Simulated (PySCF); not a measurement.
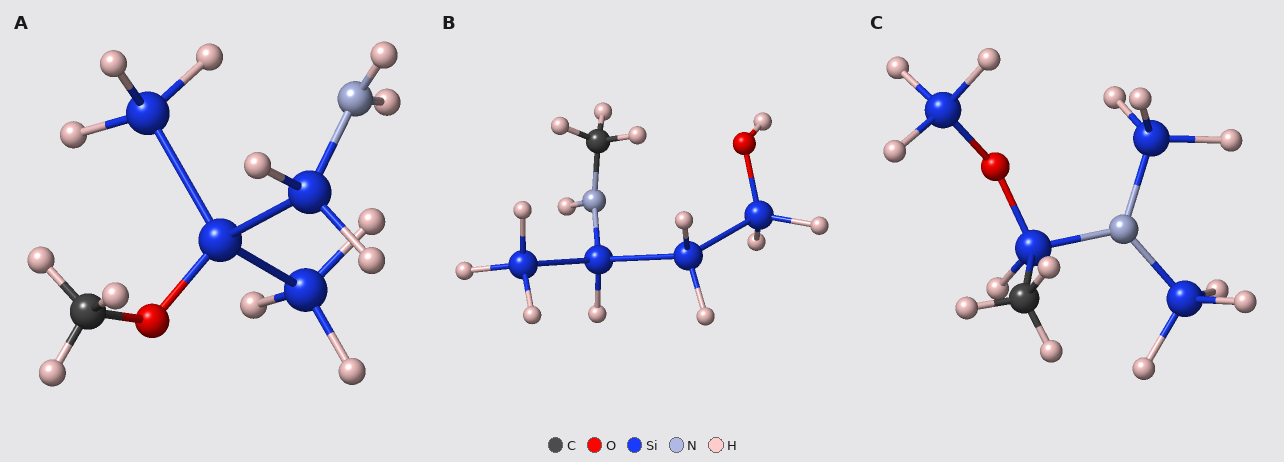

Figure made from data computed with PySCF.

> Which panel belongs to which SMILES?
(1) C[Si@@H](O[SiH3])N([SiH3])[SiH3]
(2) CN[Si@H]([SiH3])[SiH2][SiH2]O
(3) CO[Si]([SiH3])([SiH3])[SiH2]N

A is (3), B is (2), C is (1).
